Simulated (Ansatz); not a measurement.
CH4GeOS

```xyz
8

C    -0.2206    0.9840    0.0619
O    -0.7391    0.0655    0.9871
Ge   -0.5282   -1.6950    1.1367
S     0.8476   -2.1973   -0.5948
H     0.8750    1.0119    0.0880
H    -0.5411    0.7544   -0.9610
H    -0.5926    1.9784    0.3201
H     0.9913   -0.9591   -1.0938
```

Geometry: PBE0-D4/def2-TZVP.

Theory: RKS PBE0-D4/def2-TZVPP (Ansatz 0.2.0).

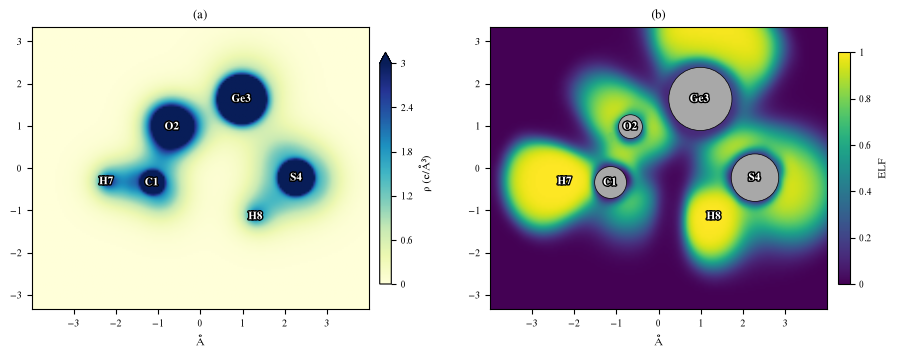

Figure 1. (a) total electron density; (b) ELF on the plane of atoms Ge3, S4 and H8. Grey discs cover the atomic cores in the ELF map.

Q: What does the map show?

A: The section cuts through C, O, Ge, S and H sites. C–O (1.40 Å): ρ is about 2.1 e/Å³ halfway, with its minimum of 1.8 e/Å³ about 0.5 Å from C; the ELF peaks at about 0.85 between the atoms (a shared but strongly polarised pair). Ge–O (1.78 Å): ρ is about 0.96 e/Å³ halfway; the ELF peaks at about 0.85 in the valence shell of O, 0.6 Å from its nucleus, and is about 0.30 at the midpoint. Ge–S (2.27 Å): ρ is about 0.68 e/Å³ halfway; the ELF peaks at about 0.85 in the valence shell of S, 0.9 Å from its nucleus, and is about 0.75 at the midpoint. C–H (1.09 Å): the density is about 2.1 e/Å³ at the midpoint; the ELF climbs to about 1 towards the hydrogen, as it does in any bond to H; an ordinary covalent bond to hydrogen. S–H (1.34 Å): ρ at the midpoint is about 1.5 e/Å³; the ELF climbs to about 1 towards the hydrogen. The ELF also peaks beside S4 and O2, away from the bonds: lone-pair regions.

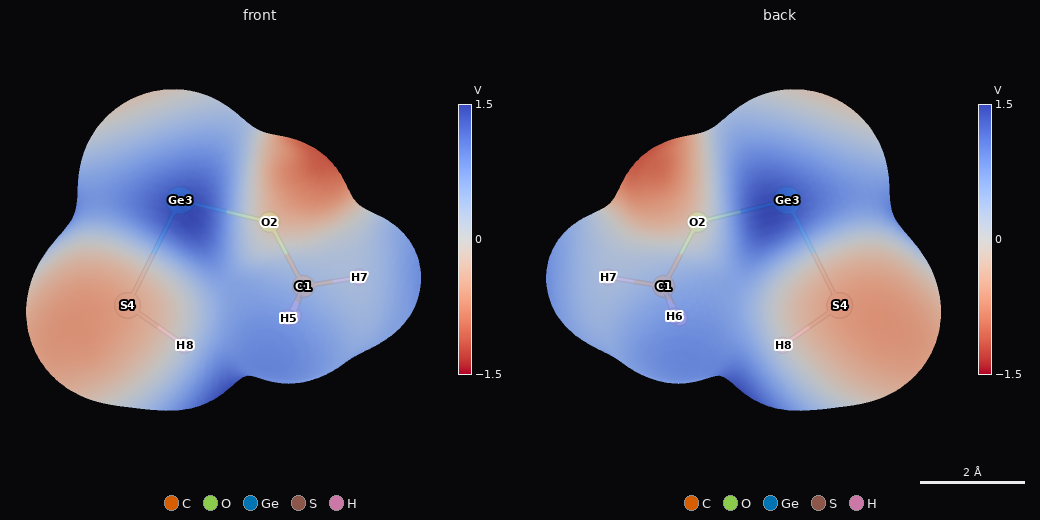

Figure 2. The electrostatic potential painted on the density surface at 0.002 e/bohr³, seen from the front and from behind; the colour scale runs from red (negative) to blue (positive).

Q: Which sites attract a positive test charge, and which a negative one?

A: A positive charge is drawn to the negative regions and a negative charge to the positive ones. The most negative region (about −1.1 V) lies over O2, the most positive (about +1.4 V) over Ge3 and H8. O2 is the likeliest acceptor of a hydrogen bond.

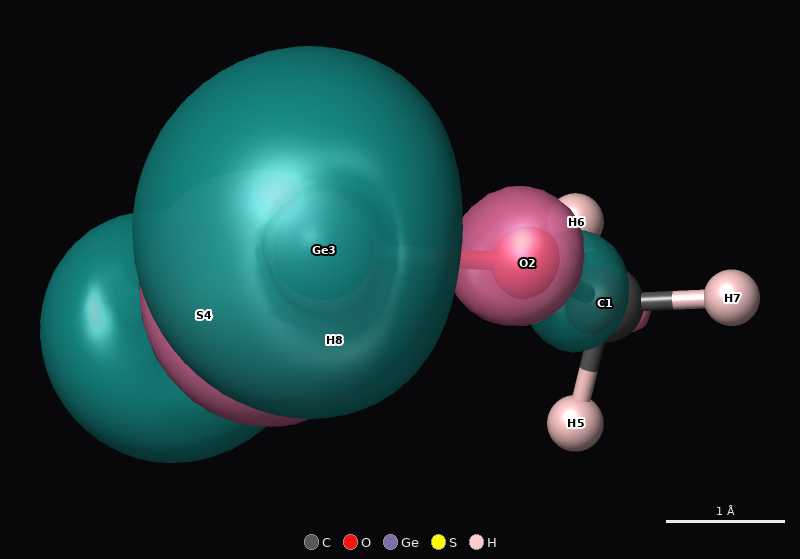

Figure 3. One frontier orbital at ±0.1 Å⁻³ᐟ² (teal and pink are the two phases), seen from one side.

Q: Which orbital is it: HOMO or LUMO?

A: The HOMO, at −7.34 eV. It lies mainly on Ge3 (about 55 %) and S4 (about 35 %).
